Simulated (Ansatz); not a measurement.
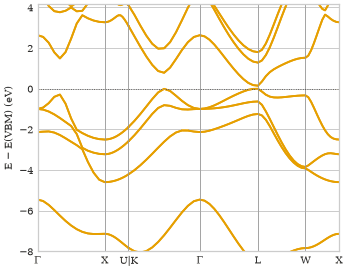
*Band structure from the program Ansatz at the PBEsol with spin–orbit coupling level (PAW)*

### Question
Read off the gap and where the band edges lie.

### Answer
About 0.2 eV (0.15 eV by a search for the band edges); maximum on the K–Γ line, 51 % of the way from K, minimum at L.

The material is TePb (rock salt, Fm-3m).

Symmetry was held in the PBEsol relaxation.

Potentials: the later of the program's two PAW sets.
